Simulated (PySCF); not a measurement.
System: O2S, singlet: map of symmetric stretch and bend. Scanned: S-O bond length and O-S-O angle.

Level of theory: MP2 on RHF/cc-pVDZ, 7 core orbitals frozen (PySCF 2.14.0).

Energy in kJ/mol above the lowest grid point; x is the S-O bond length (Å), y the O-S-O angle (°).

```csv
y \ x,1.22,1.30,1.37,1.44,1.51,1.58,1.66,1.73,1.80,1.87,1.94
180,1052.0,622.3,403.6,278.5,212.1,179.3,159.4,462.0,842.5,940.3,1043.9
171.36,1029.1,602.0,388.0,270.7,218.3,214.4,279.6,435.3,648.7,839.9,994.4
162.73,965.6,543.0,336.3,229.3,189.8,198.6,260.4,366.2,527.1,722.9,912.1
154.09,883.3,465.5,265.9,167.7,137.1,152.9,214.8,307.4,444.9,629.7,833.7
145.45,804.9,391.7,198.4,107.6,84.5,106.4,171.1,259.1,383.8,556.2,765.0
136.82,744.0,333.4,144.4,59.0,41.4,68.0,135.4,221.4,338.1,499.3,707.4
128.18,708.2,297.2,109.6,26.7,12.1,41.5,110.3,194.8,305.6,457.2,661.9
119.55,704.0,288.0,98.3,14.7,0.0,29.5,97.8,180.1,285.9,429.5,629.9
110.91,738.9,311.5,115.0,26.4,8.2,34.8,100.0,178.9,279.7,416.5,612.7
102.27,824.3,376.0,166.0,67.1,40.8,60.9,119.7,193.4,288.6,419.5,612.9
93.64,977.3,495.4,262.5,145.5,104.8,113.3,161.4,227.2,315.7,441.8,633.8
85,1224.5,692.6,424.1,278.0,213.7,203.1,234.0,288.2,368.2,490.4,681.7
```

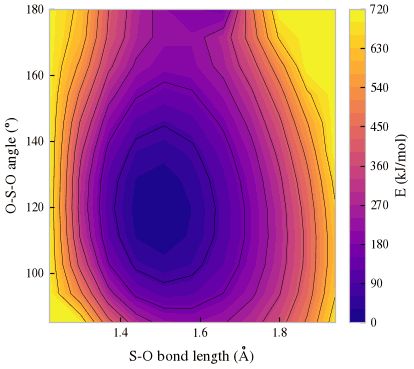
Energy surface, cut off at 708 kJ/mol.

Points that lie below all their neighbours on the grid: x = 1.51, y = 119.55 (0.0 kJ/mol); x = 1.66, y = 180 on the edge of the grid (159.4 kJ/mol). The lowest path on the grid from the first to the second passes x = 1.58, y = 171.36 at 214.4 kJ/mol.
